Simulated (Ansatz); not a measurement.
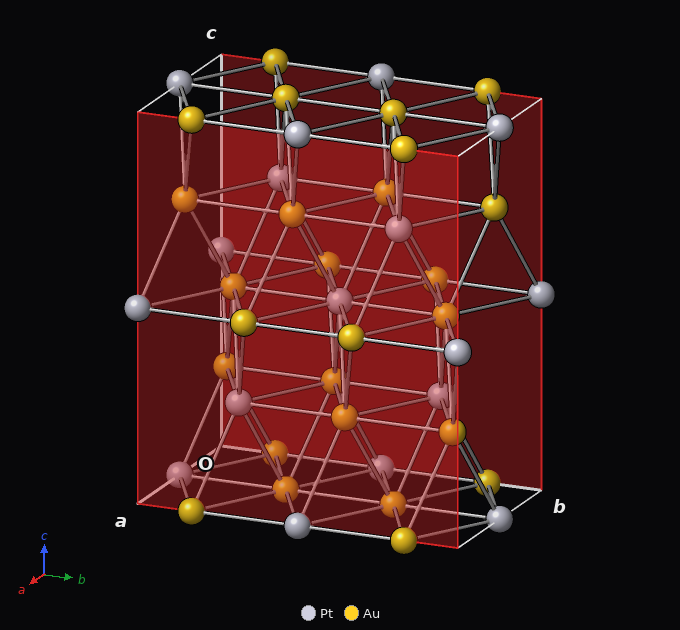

Crystal: PtAu2, the end point of a relaxation with DFT, PAW plane waves, r2scan, spin-orbit (Ansatz 0.2.0); the starting structure was generated, so it need not be a known form of this composition. Every member of one family of equally spaced planes, hx + ky + lz = a whole number, that cuts the unit cell is shaded (one member passes through the origin O). Symmetry computed with spglib at a tolerance of 0.002 Å; standard conventional cell.

a = 4.895 Å, b = 8.388 Å, c = 9.853 Å, α = 90.00°, β = 90.00°, γ = 90.00°.

**What are the Miller indices?**

(1 0 0); the opposite sign names the same planes. The member next to the origin meets the axes a at 1, b never, c never.

**What is the spacing?**

d = 4.895 Å.

**Which atoms of the cell lie in these planes (within 0.03 Å)?**

2 of the 8 Pt, 4 of the 16 Au.

**The space group is No. 70, Fddd, origin choice 1. How many reflections hkl are equivalent to this one (itself included), and does it occur?**

2 reflections are equivalent in the Laue class mmm. The reflection is systematically absent, by the centring.
